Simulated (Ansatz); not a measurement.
# C₃H₂F₄: from a rough start to a minimum

Aim: relax C₃H₂F₄ from a cheap starting geometry, then compute its harmonic vibrations to see whether it is a minimum and to get the zero-point energy and entropy, and look at its orbitals and charge.

Computed with Ansatz 0.2.0, Gaussian basis. Level: RKS PBE0-D4/def2-TZVP.

Levels to be run: relaxation at PBE-D4/def2-SVP; relaxation at PBE0-D4/def2-TZVP; harmonic vibrations at the same level; a single point in def2-TZVPP for the fields.

## (1) Starting geometry

SMILES `FC(F)=CC(F)F`, 9 atoms, charge 0, spin multiplicity 1.

Atoms are counted from 1 here; the program's logs count them from 0.

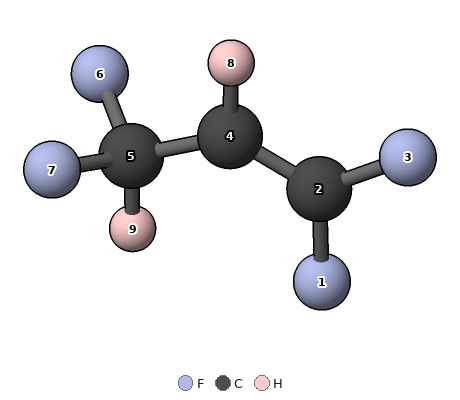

The starting geometry (fluorine light blue, carbon dark grey, hydrogen pink); atoms are numbered from 1 in the order of the file.

Geometry (Å):

```xyz
9
C3H2F4
F     1.1259   -1.4864    1.0038
C     0.1535   -1.3897    0.0070
F    -0.2971   -2.5218   -0.5965
C    -0.2663   -0.2058   -0.3905
C     0.0588    1.0760    0.1793
F    -1.0334    1.7352    0.6995
F     0.5793    1.8988   -0.7683
H    -1.0400   -0.1724   -1.1849
H     0.8077    1.0197    1.0335
```

The start is a force-field geometry with small random shifts, so a cheaper pass at PBE-D4/def2-SVP comes first.

## (2) Geometry optimisation, PBE-D4/def2-SVP (cheap first pass)

Contents of in.yaml:

```yaml
crystal:
  periodic: [false, false, false]
  atoms:
    - {symbol: F, position_ang: [1.125900, -1.486400, 1.003800]}
    - {symbol: C, position_ang: [0.153500, -1.389700, 0.007000]}
    - {symbol: F, position_ang: [-0.297100, -2.521800, -0.596500]}
    - {symbol: C, position_ang: [-0.266300, -0.205800, -0.390500]}
    - {symbol: C, position_ang: [0.058800, 1.076000, 0.179300]}
    - {symbol: F, position_ang: [-1.033400, 1.735200, 0.699500]}
    - {symbol: F, position_ang: [0.579300, 1.898800, -0.768300]}
    - {symbol: H, position_ang: [-1.040000, -0.172400, -1.184900]}
    - {symbol: H, position_ang: [0.807700, 1.019700, 1.033500]}
basis:
  gaussian: {orbitals: def2-SVP}
hamiltonian: {xc: pbe, dispersion: d4}
relax: {f_tol: 0.03, max_steps: 200}
```

Launch:

```bash
$ ansatz run in.yaml --threads 4 --pin off --events-out ev --progress --plain --max-ram 10444MiB
```

What it wrote, cut to the lines that bear on the results:

```text
Functional definition: PBE
  name "PBE"
  cite "Perdew, Burke & Ernzerhof, Phys. Rev. Lett. 77, 3865 (1996) doi:10.1103/PhysRevLett.77.3865"
  parent pbe
[...]
1182 factors; their error is unknown
[...]
mean field -13985.05047397 eV, -513.9411255107 hartree, gradient 6.5e-5 eV, S^2 0.000000; 0 other end points of the search recorded, 0 dependent functions left out
[...]
reference -13985.05049454 eV, -513.9411262665 hartree; 28, 28 occupied and 80, 80 virtual orbitals, 1182 factors
relax step   1: F+E_penalty+E_count = -13985.20474731 eV  Δ(F+E_penalty+E_count) = +0.000e0 eV  max|allowed force component| = 2.044e0 eV/Å  Δτ_max = 0.0000 Å  (30 SCF iters, accepted)
[...]
relax step   5: F+E_penalty+E_count = -13985.58874915 eV  Δ(F+E_penalty+E_count) = -3.114e-2 eV  max|allowed force component| = 8.873e-2 eV/Å  Δτ_max = 0.1124 Å  (30 SCF iters, accepted)
[...]
relax step   6: F+E_penalty+E_count = -13985.58985353 eV  Δ(F+E_penalty+E_count) = -1.104e-3 eV  max|allowed force component| = 1.936e-2 eV/Å  Δτ_max = 0.0323 Å  (30 SCF iters, accepted)
1182 factors; their error is unknown
[...]
mean field -13985.43582699 eV, -513.9552869729 hartree, gradient 2.5e-5 eV, S^2 0.000000; 1 other end points of the search recorded, 0 dependent functions left out
[...]
reference -13985.43584765 eV, -513.9552877322 hartree; 28, 28 occupied and 80, 80 virtual orbitals, 1182 factors
Total energy: -13985.58987420 eV, -513.9609481034 hartree
Atom 0 at     1.028149    -1.526960     0.979865 Å, force     0.011883    -0.019357     0.014026 eV/Å
Atom 1 at     0.149954    -1.373653    -0.000486 Å, force    -0.001691     0.008354    -0.008275 eV/Å
Atom 2 at    -0.186611    -2.543960    -0.508988 Å, force     0.005411     0.014229     0.001397 eV/Å
Atom 3 at    -0.327580    -0.193089    -0.417670 Å, force    -0.004818     0.009757     0.006099 eV/Å
Atom 4 at     0.076379     1.104330     0.198031 Å, force     0.008849    -0.009916    -0.015734 eV/Å
Atom 5 at    -1.017334     1.727695     0.744082 Å, force    -0.003845     0.014145    -0.001583 eV/Å
Atom 6 at     0.574369     1.944013    -0.766157 Å, force    -0.002471     0.001762     0.010760 eV/Å
Atom 7 at    -1.055318    -0.174845    -1.240523 Å, force     0.003308    -0.003853     0.010939 eV/Å
Atom 8 at     0.846392     0.990070     0.994748 Å, force    -0.016626    -0.015122    -0.017629 eV/Å
Dipole moment:     0.055097    -0.257921     0.014950 e Å
```

Wall time 7.5 s (4 threads of Arm Neoverse V1, shared host).

Along the way:

```
step  energy from step 1 (eV)  largest force component (eV/Å)
   1                   0.0000                          2.0440
   2                  -0.3049                          1.2165
   3                  -0.3319                          0.7427
   4                  -0.3529                          0.9376
   5                  -0.3840                          0.0887
   6                  -0.3851                          0.0194
```

Close pairs (by a distance rule), those that changed most:

```csv
bond,before (Å),after (Å),change (Å)
F1–C2,1.396,1.325,-0.071
C4–C5,1.440,1.492,+0.052
C2–F3,1.360,1.320,-0.040
C5–H9,1.137,1.114,-0.024
C2–C4,1.318,1.340,+0.023
C5–F7,1.359,1.372,+0.013
C4–H8,1.109,1.099,-0.011
C5–F6,1.378,1.372,-0.005
```

## (3) Optimising with PBE0-D4/def2-TZVP

Contents of in.yaml:

```yaml
crystal:
  periodic: [false, false, false]
  atoms:
    - {symbol: F, position_ang: [1.028149, -1.526960, 0.979865]}
    - {symbol: C, position_ang: [0.149954, -1.373653, -0.000486]}
    - {symbol: F, position_ang: [-0.186611, -2.543960, -0.508988]}
    - {symbol: C, position_ang: [-0.327580, -0.193089, -0.417670]}
    - {symbol: C, position_ang: [0.076379, 1.104330, 0.198031]}
    - {symbol: F, position_ang: [-1.017334, 1.727695, 0.744082]}
    - {symbol: F, position_ang: [0.574369, 1.944013, -0.766157]}
    - {symbol: H, position_ang: [-1.055318, -0.174845, -1.240523]}
    - {symbol: H, position_ang: [0.846392, 0.990070, 0.994748]}
basis:
  gaussian: {orbitals: def2-TZVP}
hamiltonian: {xc: pbe0, dispersion: d4}
relax: {f_tol: 0.005, max_steps: 150}
```

Same command.

What it wrote, cut to the lines that bear on the results:

```text
Functional definition: PBE0
  name "PBE0"
  cite "Adamo & Barone, J. Chem. Phys. 110, 6158 (1999) doi:10.1063/1.478522"
  cite "Perdew, Burke & Ernzerhof, Phys. Rev. Lett. 77, 3865 (1996) doi:10.1103/PhysRevLett.77.3865"
  parent pbe
[...]
1252 factors; their error is unknown
[...]
mean field -14002.20638708 eV, -514.5715936889 hartree, gradient 3.0e-5 eV, S^2 0.000000; 0 other end points of the search recorded, 0 dependent functions left out
[...]
reference -14002.20640749 eV, -514.5715944389 hartree; 28, 28 occupied and 201, 201 virtual orbitals, 1252 factors
relax step   1: F+E_penalty+E_count = -14002.33473998 eV  Δ(F+E_penalty+E_count) = +0.000e0 eV  max|allowed force component| = 7.742e-1 eV/Å  Δτ_max = 0.0000 Å  (29 SCF iters, accepted)
[...]
Total energy: -14002.38541819 eV, -514.5781729606 hartree
Atom 0 at     1.037363    -1.514971     0.948503 Å, force     0.000035     0.001578     0.000075 eV/Å
Atom 1 at     0.153486    -1.353724    -0.005437 Å, force    -0.001831    -0.004159    -0.003889 eV/Å
Atom 2 at    -0.178408    -2.512584    -0.510216 Å, force     0.000901     0.001368     0.002046 eV/Å
Atom 3 at    -0.335720    -0.196373    -0.405258 Å, force     0.000530    -0.000228     0.001151 eV/Å
Atom 4 at     0.074670     1.090061     0.200789 Å, force     0.001146     0.001185     0.000868 eV/Å
Atom 5 at    -1.009538     1.734244     0.710576 Å, force     0.000927     0.000078    -0.000706 eV/Å
Atom 6 at     0.597287     1.909926    -0.750585 Å, force    -0.001036    -0.000927     0.001585 eV/Å
Atom 7 at    -1.063355    -0.184492    -1.204735 Å, force     0.000196     0.000606    -0.000209 eV/Å
Atom 8 at     0.812614     0.981514     0.999266 Å, force    -0.000869     0.000497    -0.000920 eV/Å
Dipole moment:     0.046280    -0.262482     0.019268 e Å
```

It took 32 s on 4 threads of Arm Neoverse V1, shared host; peak memory 0.58 GiB.

The steps of the relaxation:

| step | energy from step 1 (eV) | largest force component (eV/Å) |
| --- | --- | --- |
| 1 | 0.0000 | 0.7742 |
| 2 | -0.0460 | 0.2211 |
| 3 | -0.0504 | 0.0385 |
| 4 | -0.0504 | 0.0219 |
| 5 | -0.0506 | 0.0104 |
| 6 | -0.0498 | 0.1654 |
| 7 | -0.0506 | 0.0045 |
| 8 | -0.0507 | 0.0042 |

The force was under the threshold of 0.005 eV/Å already at step 7, but the program went on to step 8.

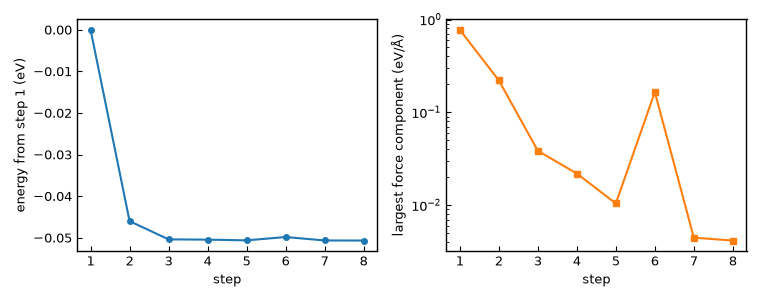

Energy and force, step by step.

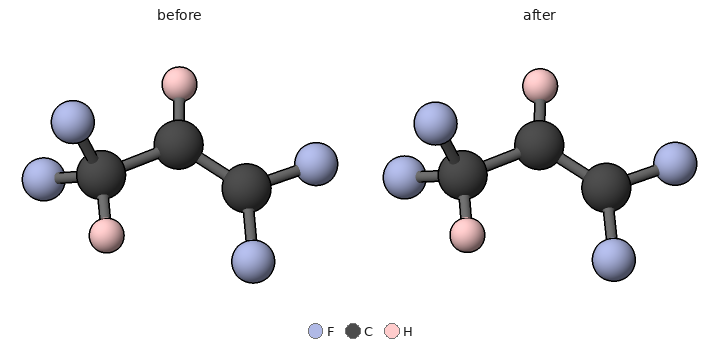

The geometry before (left) and after (right).

Distances of close pairs at the start and the end, largest changes first:

```
 bond  before (Å)  after (Å)  change (Å)
C2–C4       1.340      1.319      -0.022
C5–H9       1.114      1.093      -0.021
C4–H8       1.099      1.081      -0.018
F1–C2       1.325      1.310      -0.015
C2–F3       1.320      1.307      -0.013
C5–F6       1.372      1.360      -0.012
C5–F7       1.372      1.360      -0.012
C4–C5       1.492      1.480      -0.012
```

Mulliken charges at the end point, from the run's report:

| atom | value (e) |
| --- | --- |
| F1 | -0.14 |
| C2 | 0.38 |
| F3 | -0.14 |
| C4 | -0.25 |
| C5 | 0.28 |
| F6 | -0.19 |
| F7 | -0.19 |
| H8 | 0.16 |
| H9 | 0.09 |

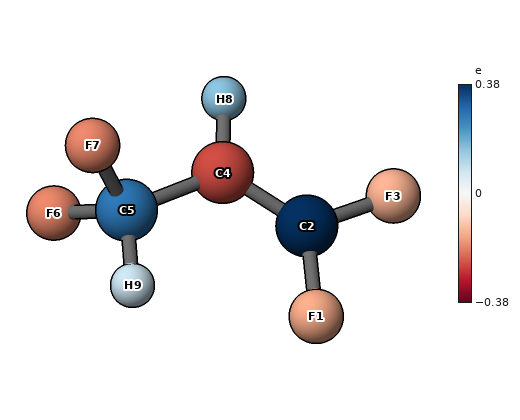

Mulliken charges at the end point, from the run's report, as colours on the atoms.

## (4) Harmonic vibrations

Contents of in.yaml:

```yaml
crystal:
  periodic: [false, false, false]
  atoms:
    - {symbol: F, position_ang: [1.037363, -1.514971, 0.948503]}
    - {symbol: C, position_ang: [0.153486, -1.353724, -0.005437]}
    - {symbol: F, position_ang: [-0.178408, -2.512584, -0.510216]}
    - {symbol: C, position_ang: [-0.335720, -0.196373, -0.405258]}
    - {symbol: C, position_ang: [0.074670, 1.090061, 0.200789]}
    - {symbol: F, position_ang: [-1.009538, 1.734244, 0.710576]}
    - {symbol: F, position_ang: [0.597287, 1.909926, -0.750585]}
    - {symbol: H, position_ang: [-1.063355, -0.184492, -1.204735]}
    - {symbol: H, position_ang: [0.812614, 0.981514, 0.999266]}
basis:
  gaussian: {orbitals: def2-TZVP}
hamiltonian: {xc: pbe0, dispersion: d4}
phonons: {temperatures: {t_min: 298.15, t_max: 900, t_step: 200}}
```

Same command.

What it wrote, cut to the lines that bear on the results:

```text
Functional definition: PBE0
  name "PBE0"
  cite "Adamo & Barone, J. Chem. Phys. 110, 6158 (1999) doi:10.1063/1.478522"
  cite "Perdew, Burke & Ernzerhof, Phys. Rev. Lett. 77, 3865 (1996) doi:10.1103/PhysRevLett.77.3865"
  parent pbe
[...]
1252 factors; their error is unknown
[...]
mean field -14002.25621072 eV, -514.5734246737 hartree, gradient 1.8e-5 eV, S^2 0.000000; 0 other end points of the search recorded, 0 dependent functions left out
[...]
reference -14002.25623082 eV, -514.5734254124 hartree; 28, 28 occupied and 201, 201 virtual orbitals, 1252 factors
[...]
1252 factors; their error is unknown
mean field -14002.25615069 eV, -514.5734224676 hartree, gradient 2.0e-6 eV, S^2 0.000000; 0 other end points of the search recorded, 0 dependent functions left out
[...]
reference -14002.25617079 eV, -514.5734232063 hartree; 28, 28 occupied and 201, 201 virtual orbitals, 1252 factors
[...]
Atom 1 at     0.153486    -1.353724    -0.005437 Å, force    -0.001909    -0.003903    -0.003939 eV/Å
Atom 2 at    -0.178408    -2.512584    -0.510216 Å, force     0.000800     0.001400     0.002033 eV/Å
Atom 3 at    -0.335720    -0.196373    -0.405258 Å, force     0.000673    -0.000571     0.001266 eV/Å
Atom 4 at     0.074670     1.090061     0.200789 Å, force     0.001065     0.001298     0.001063 eV/Å
Atom 5 at    -1.009538     1.734244     0.710576 Å, force     0.000985     0.000034    -0.000759 eV/Å
Atom 6 at     0.597287     1.909926    -0.750585 Å, force    -0.001071    -0.000933     0.001525 eV/Å
Atom 7 at    -1.063355    -0.184492    -1.204735 Å, force     0.000288     0.000610    -0.000245 eV/Å
Atom 8 at     0.812614     0.981514     0.999266 Å, force    -0.000905     0.000570    -0.000974 eV/Å
Dipole moment:     0.046272    -0.262478     0.019265 e Å
Vibrations: 54.97 136.26 179.82 366.30 482.42 530.43 558.26 631.19 657.50 829.50 973.44 1090.43 1099.20 1162.02 1253.17 1357.54 1365.89 1450.16 1822.57 3109.33 3245.76 cm⁻¹, zero-point energy 1.385904 eV
```

Run time: 2.3 min. Hardware: 4 threads of Arm Neoverse V1, shared host; peak memory 0.59 GiB.

Motions are named by where the mode's potential energy lies. The modes, unscaled (a negative number is an imaginary wavenumber):

```csv
mode,cm⁻¹,motion
1,55,torsion
2,136,torsion
3,180,bend
4,366,bend
5,482,bend with torsion
6,530,bend
7,558,bend
8,631,bend with C–F stretch
9,658,torsion
10,829,torsion
11,973,C–F stretch
12,1090,C–F stretch
13,1099,C–F stretch
14,1162,C–C stretch with bend
15,1253,bend with C–F stretch
16,1358,C–F stretch with bend
17,1366,bend
18,1450,bend
19,1823,C–C stretch
20,3109,C–H stretch
21,3246,C–H stretch
```

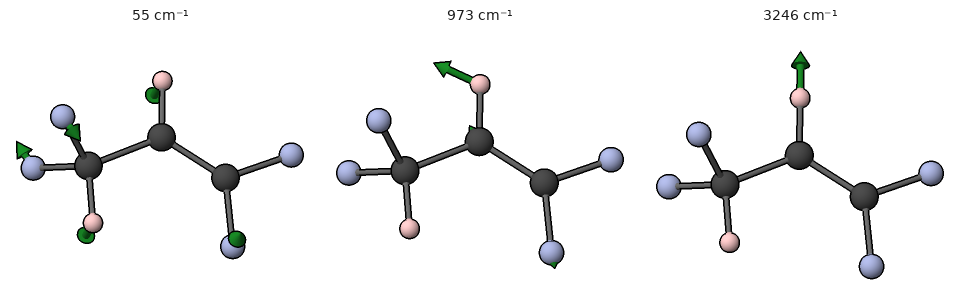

Displacements of 3 modes, as arrows.

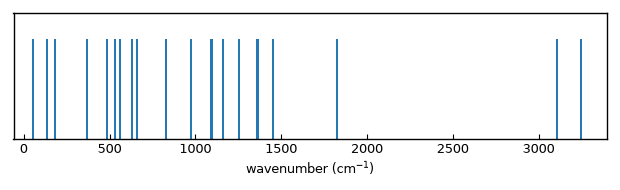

The harmonic wavenumbers as sticks (no intensities were computed).

Ideal gas, rigid rotor and harmonic oscillator at 298.15 K and 1 bar, with symmetry number 1:

```csv
term,value
zero-point energy,133.7 kJ/mol
H(298) − E,152.9 kJ/mol
"entropy, translation",167.9 J/(mol K)
"entropy, rotation",116.7 J/(mol K)
"entropy, vibration",58.8 J/(mol K)
"entropy, total",343.4 J/(mol K)
```

## (5) Fields at the relaxed geometry

Edit in.yaml of step 4 so:

```diff
@@ -13,4 +13,4 @@
 basis:
-  gaussian: {orbitals: def2-TZVP}
+  gaussian: {orbitals: def2-TZVPP}
 hamiltonian: {xc: pbe0, dispersion: d4}
-phonons: {temperatures: {t_min: 298.15, t_max: 900, t_step: 200}}
+output: {orbitals: {seedname: orbitals}}
```

The command is unchanged.

What it wrote:

```text
Functional definition: PBE0
  name "PBE0"
  cite "Adamo & Barone, J. Chem. Phys. 110, 6158 (1999) doi:10.1063/1.478522"
  cite "Perdew, Burke & Ernzerhof, Phys. Rev. Lett. 77, 3865 (1996) doi:10.1103/PhysRevLett.77.3865"
  parent pbe
  parameter a = 0.25
  parameter kappa = 0.804
  parameter beta = 0.06672455060314922
  exchange = (1 - a)*pbe_x(kappa = kappa, mu = beta*pi^2/3) + a*exact_x
  correlation = pbe_c(beta = beta)
1282 factors; their error is unknown
mean field evaluation 1: about -13997.3413 eV, gradient 5.2e1 eV
mean field evaluation 2: about -13994.3261 eV, gradient 6.2e1 eV
mean field evaluation 4: about -14002.2202 eV, gradient 2.5e0 eV
mean field evaluation 8: about -14002.2333 eV, gradient 5.1e-2 eV
mean field evaluation 16: about -14002.2757 eV, gradient 1.2e-4 eV
mean field -14002.27570177 eV, -514.5741409566 hartree, gradient 8.0e-5 eV, S^2 0.000000; 0 other end points of the search recorded, 0 dependent functions left out
reference -14002.27572197 eV, -514.5741416989 hartree; 28, 28 occupied and 217, 217 virtual orbitals, 1282 factors
Total energy: -14002.40488343 eV, -514.5788882951 hartree
```

Wall time 2.9 s (4 threads of Arm Neoverse V1, shared host); peak memory 0.57 GiB.

The fields below are evaluated on a grid from the run's orbitals.

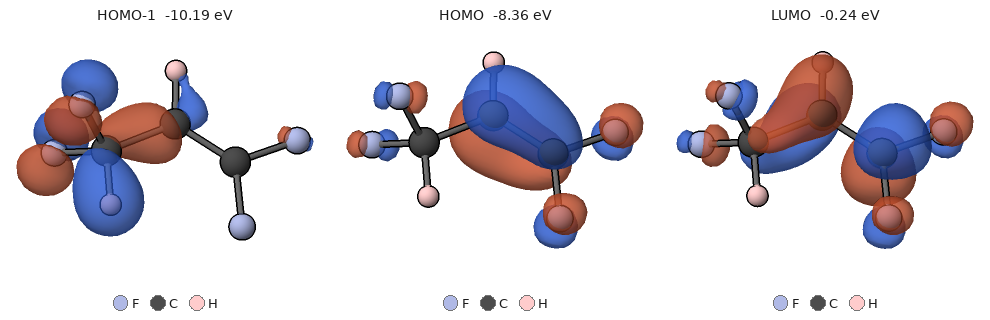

Frontier orbitals at PBE0-D4/def2-TZVPP; each surface holds 70 % of the orbital's density, blue and red mark the sign.

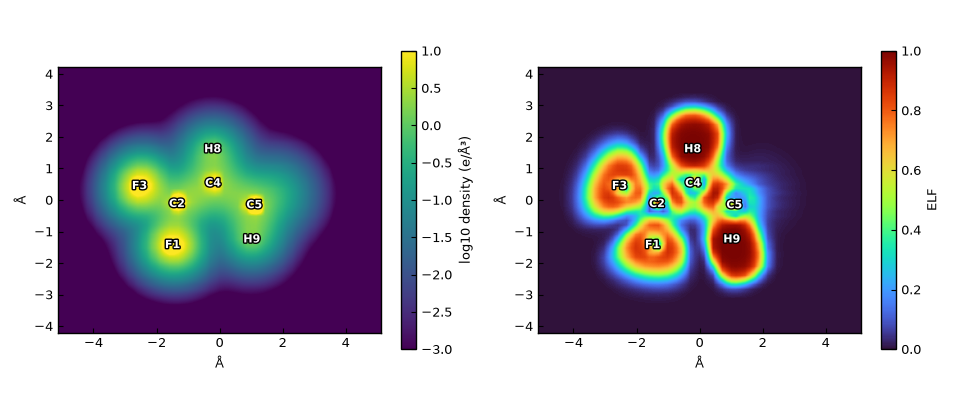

Density (left) and ELF (right) in a plane through or near 7 of the atoms.

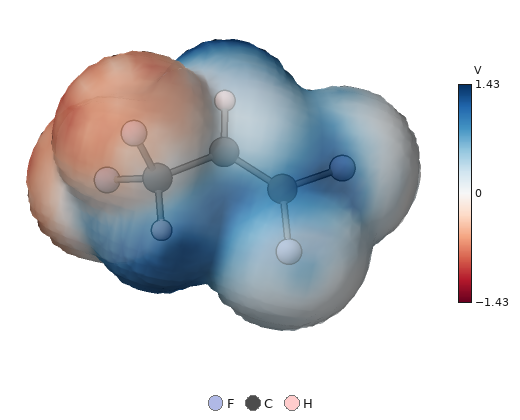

Electrostatic potential on the surface of density 0.002 e/bohr³; red is low, blue high. It runs from -0.74 V near F7 to 1.43 V near H8.

## (6) What came out

```
                  quantity            value
               point group               Cs
                     steps            6 + 8
shift from the start (rms)          0.071 Å
              total energy   -14002.3854 eV
           dispersion term         -129 meV
             dipole moment           1.28 D
lowest, highest wavenumber    55, 3246 cm⁻¹
         zero-point energy     133.7 kJ/mol
       entropy at 298.15 K  343.4 J/(mol K)
                HOMO, LUMO  -8.36, -0.24 eV
```

What this shows: The relaxed geometry lies 0.07 Å (rms) from the start; the bond that changed most is F1–C2, from 1.396 to 1.310 Å. No mode is imaginary: a true minimum at this level. The stiffest mode, 3246 cm⁻¹, is a C–H stretch, and 3 modes under 200 cm⁻¹ make the vibrational entropy uncertain. Harmonic hybrid wavenumbers usually lie a few per cent above measured fundamentals. The largest Mulliken charge, +0.38 e, sits on C2. The HOMO lies mostly on C4 44 %; C2 26 % and the LUMO on C2 41 %; C4 24 %.
